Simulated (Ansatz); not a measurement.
# BCl3FH4N: the cost of one run

Computed with Ansatz 0.2.0, Gaussian basis. Level: PBE0-D4, def2-SVP first, then def2-TZVP.

191 further runs of the same task are left out: 1 that didn't finish, 190 set aside as unsound or not needed.

## (1) The starting structure

The guess: 10 atoms, charge 0, spin multiplicity 1.

Atoms are counted from 1 here; the program's logs count them from 0.

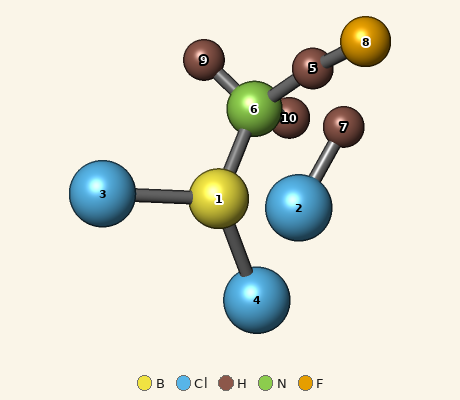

As it starts; boron yellow, chlorine blue, hydrogen brown, nitrogen green, fluorine amber; atoms are numbered from 1 in the order of the file.

As a file:

```
B    -0.70920   -0.25090   -0.74660
Cl    0.85880    1.25250   -1.39980
Cl   -0.39760   -1.59230   -1.85570
Cl   -2.19740    0.68410   -0.94020
H     0.69990    0.11420    1.05200
N    -0.31730   -0.51920    0.68710
H     1.49110    1.24560   -0.21300
F     1.65440    0.78460    1.20370
H    -0.05660   -1.48800    0.85540
H    -1.02610   -0.23060    1.35720
```

Distances that are to change: B1–N6 1.51 Å, H5–F8 1.18 Å, Cl2–H7 1.34 Å, B1–Cl2 2.27 Å, H5–N6 1.25 Å, H7–F8 1.50 Å.

## (2) Constrained relaxation of the guess

File hold/in.yaml:

```yaml
crystal:
  periodic: [false, false, false]
  atoms:
    - {symbol: B, position_ang: [-0.709200, -0.250900, -0.746600]}
    - {symbol: Cl, position_ang: [0.858800, 1.252500, -1.399800]}
    - {symbol: Cl, position_ang: [-0.397600, -1.592300, -1.855700]}
    - {symbol: Cl, position_ang: [-2.197400, 0.684100, -0.940200]}
    - {symbol: H, position_ang: [0.699900, 0.114200, 1.052000]}
    - {symbol: N, position_ang: [-0.317300, -0.519200, 0.687100]}
    - {symbol: H, position_ang: [1.491100, 1.245600, -0.213000]}
    - {symbol: F, position_ang: [1.654400, 0.784600, 1.203700]}
    - {symbol: H, position_ang: [-0.056600, -1.488000, 0.855400]}
    - {symbol: H, position_ang: [-1.026100, -0.230600, 1.357200]}
basis:
  gaussian: {orbitals: def2-SVP}
hamiltonian: {xc: pbe0, dispersion: d4}
relax: {f_tol: 0.04, max_steps: 150, escape_saddle: false, constraints: [{distance: [0, 5]}, {distance: [4, 7]}, {distance: [1, 6]}, {distance: [0, 1]}, {distance: [4, 5]}, {distance: [6, 7]}]}
```

Launch:

```sh
$ ansatz run in.yaml --threads 8 --pin off --events-out ev --progress --plain --max-ram 19148MiB
```

**Question.** How long does this run take on 8 threads of Arm Neoverse V1, shared host?

About 5.5 s.
